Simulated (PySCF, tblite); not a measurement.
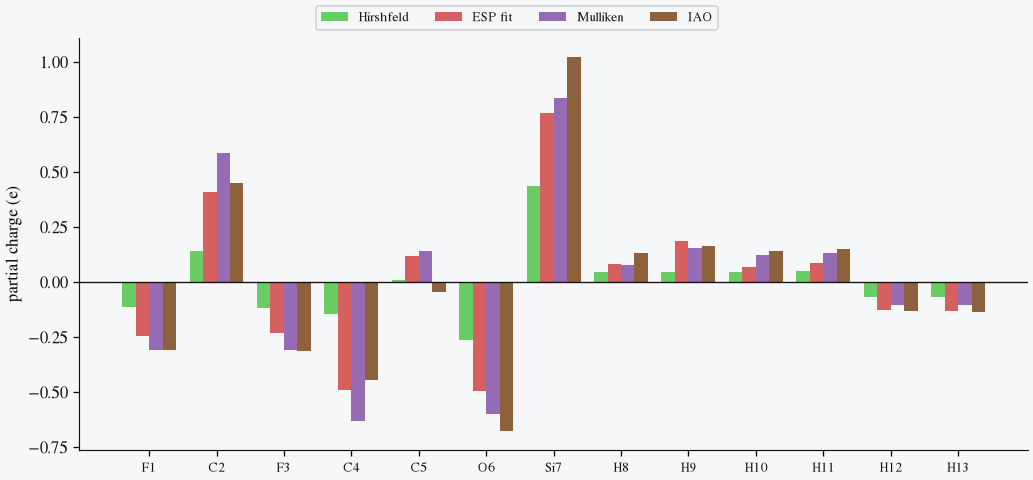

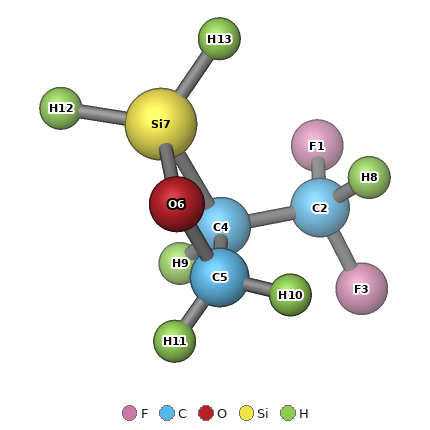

Atomic charges of C₃H₆F₂OSi, SMILES FC(F)[C@H]1CO[SiH2]1 by 4 schemes, PBE0/pcSseg-1 with PySCF, at a GFN2-xTB geometry (a minimum by its frequencies).

### Which atom is the most negative in each scheme?

Hirshfeld: O6 (−0.26 e); ESP fit: O6 (−0.49 e) and C4 (−0.49 e); Mulliken: C4 (−0.63 e); IAO: O6 (−0.68 e).

### On which atom do the schemes disagree most?

On Si7: Hirshfeld 0.44, ESP fit 0.77, Mulliken 0.84, IAO 1.02 e.

Known limits of this run: the tight-binding geometry is rougher than a DFT one and adds to the error; one conformer of a flexible molecule.
